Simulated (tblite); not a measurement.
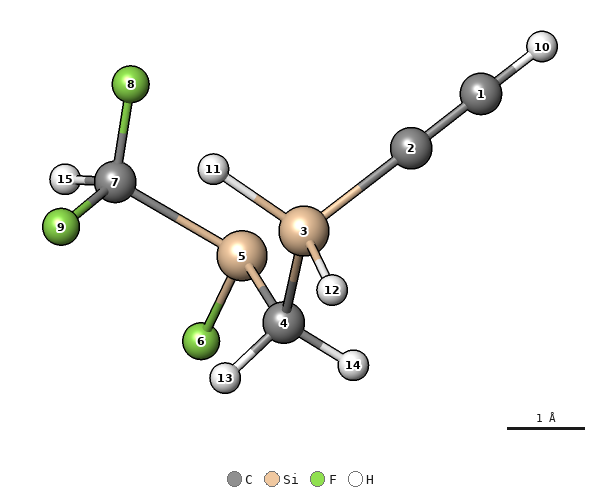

Figure 1. The structure (ball-and-stick view, seen at a tilt; atoms are numbered from 1 in the order of the input). Bond lengths as drawn: C–C 1.20 Å, C–F 1.36 to 1.37 Å, C–H 1.05 to 1.10 Å, C–Si 1.85 to 1.95 Å, F–Si 1.64 Å and H–Si 1.46 to 1.47 Å.

## Run report: C4H6F3Si2, frequency calculation

The run: frequency calculation of C4H6F3Si2, multiplicity 2, SMILES C#C[SiH2]C[Si](F)C(F)F. Method and program: GFN2-xTB harmonic vibrations, gas phase (tblite 0.8.0).

It belongs to a series of runs on one base structure; here: H removed from Si.

The input:
```
{"job": {"kind": "ir", "xc": "GFN2-xTB", "basis": "xTB"}, "charge": 0, "multiplicity": 2}
C      2.178304     2.589130     0.046195
C      1.878920     1.445983     0.268308
Si     1.437653    -0.312859     0.635909
C      0.495441    -0.940723    -0.913973
Si    -1.137768    -0.037183    -1.196525
F     -2.015680    -0.871393    -2.303403
C     -2.331093    -0.231225     0.332077
F     -2.173349     0.764000     1.245640
F     -2.033574    -1.388546     0.996976
H      2.437567     3.589393    -0.153437
H      0.592448    -0.369758     1.826792
H      2.662272    -1.106310     0.803783
H      0.273248    -2.004586    -0.800074
H      1.130422    -0.845260    -1.793776
H     -3.399224    -0.272674     0.077077
```

The first line tells a small driver script what to run in tblite; the rest is the geometry in Å.

Run on 1 CPU thread, shared host.

Command:
```bash
OMP_NUM_THREADS=1 python <driver script> task.json out
```

What the program printed:
```
mode    cm-1     km/mol
  1      16.2      0.06
  2      36.6      1.91
  3      44.6      1.24
  4      73.2      1.45
  5     119.3      1.68
  6     149.8      1.97
  7     169.6     20.64
  8     181.0      3.08
  9     213.4      1.88
 10     281.4      7.96
 11     292.7     18.07
 12     340.2     35.83
 13     470.1     68.89
 14     494.6      3.52
 15     538.2      9.64
 16     606.3      3.47
 17     632.8     14.72
 18     649.3     27.51
 19     682.2      5.81
 20     683.6     38.66
 21     698.3    141.11
 22     733.1    215.20
 23     758.2    320.70
 24     777.5    314.99
 25     814.0    109.99
 26     981.5    154.14
 27     997.0     10.74
 28    1066.6     83.73
 29    1112.4     50.22
 30    1216.0     49.48
 31    1262.4      4.56
 32    1423.8      1.28
 33    2208.5     47.00
 34    2215.8    346.81
 35    2281.7    223.87
 36    2895.8     34.48
 37    2943.5     11.53
 38    2993.4     15.75
 39    3354.3      0.67
```

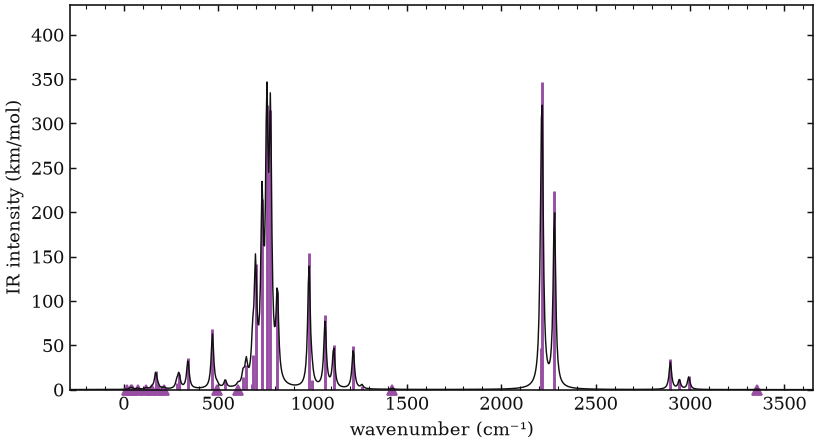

Figure 2. Harmonic infrared spectrum, unscaled: sticks (degenerate modes added up, dark ones marked on the axis) with a Lorentzian envelope of 16 cm⁻¹ full width, scaled to the tallest stick. 39 modes from 16 to 3354 cm⁻¹, none imaginary. The strongest line is at 2216 cm⁻¹ (347 km/mol).

Results in brief:

```json
{"quantity": "outcome", "value": "converged"}
{"quantity": "total energy", "value": "−794.1716 eV"}
{"quantity": "zero-point energy", "value": "53.4780 kcal/mol"}
{"quantity": "wall time", "value": "0.64 s"}
{"quantity": "peak memory", "value": "0.18 GiB"}
```
